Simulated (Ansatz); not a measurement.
**Amorphous Hf₁₈O₃₉Ga₂**

A CHGNet melt-quench gave the starting glass, which DFT then relaxed. O atoms were pushed apart under 1.9 Å during the dynamics, to hinder bonds among them. The hot cell started wider than the set density and was brought back towards it in steps. It is the lowest in DFT energy of 2 quenches. It is a model cell: composition and starting density were chosen by hand, and all elements were melted together. No dispersion term was used.

Methods: PBE, scalar-relativistic without spin-orbit coupling (Ansatz, a quantum-chemistry and plane-wave program); r2SCAN, scalar-relativistic without spin-orbit coupling (Ansatz); HSE06, scalar-relativistic without spin-orbit coupling (Ansatz). Geometry, pressure, stress and energy are those of the PBE run. Its sampling: a 2×2×2 Γ-centred mesh; Fermi-Dirac width 0.02 eV; no spin polarisation. Other functionals are single points at the zone centre (r2SCAN at 500 eV; exact exchange cut at the cell's faces), free to take moments where seeds were set.

```json
{
 "number_of_atoms_in_the_cell": "59",
 "Density (held, not predicted)": "8.70 g/cm³",
 "volume_per_atom": "86.8 bohr³",
 "Pressure on a 2×2×2 Γ-centred mesh": "-22.6 kbar",
 "Largest force and stress component on that mesh (the relaxation ran on the zone centre alone)": "0.12 eV/Å and 2.4 GPa",
 "Energy relative to HfO2 (P2_1/c) + beta Ga2O3 (lowest mix at this level among the phases computed, not always the ambient ones)": "0.166 eV/atom",
 "Gap on a 2×2×2 Γ-centred mesh (PBE)": "3.80 eV",
 "Gap at the zone centre (PBE)": "3.79 eV",
 "Gap at the zone centre (r2SCAN)": "4.31 eV",
 "Gap at the zone centre (HSE06)": "5.40 eV"
}
```

Cut-offs for bonds: Hf-Hf 3.34 Å, Hf-O 2.88 Å, Hf-Ga 3.01 Å, O-O 1.58 Å, O-Ga 2.26 Å, Ga-Ga 2.68 Å. Two cations that share two anions don't count as bonded, nor two that share one unless they lie closer than Hf-Hf 3.25 Å, Hf-Ga 2.93 Å, Ga-Ga 2.61 Å.

```
Property                                                                     Value
---------------------------------  -----------------------------------------------
Mean coordination of Hf by anions   6.72 (1 with 5, 5 with 6, 10 with 7, 2 with 8)
Mean coordination of O             3.33 (2 with 2, 23 with 3, 13 with 4, 1 with 5)
Mean coordination of Ga by anions                        4.50 (1 with 4, 1 with 5)
Mean Hf-O bond                               2.186 Å (spread 0.165 Å, 121 counted)
Mean O-Ga bond                                 1.946 Å (spread 0.086 Å, 9 counted)
```

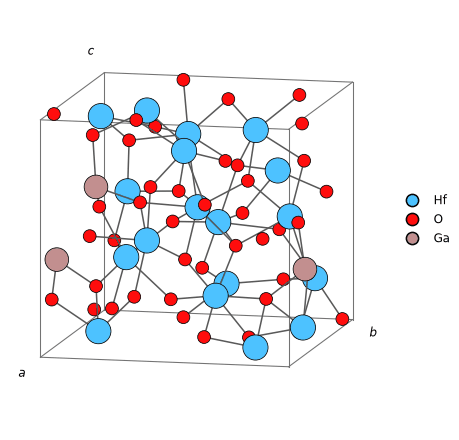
The relaxed cell

Its density started from a set value of 8.70 g/cm³. Cooling (nominally 300 K/ps over its main leg) ran many orders faster than in experiment, which tends to leave more defects and strain. A cell of this size samples the disorder only roughly. The volume was held where the preparation left it and the shape relaxed, at a PBE pressure of -2.3 GPa (tension). Stress components on the final sampling reach 2.4 GPa.
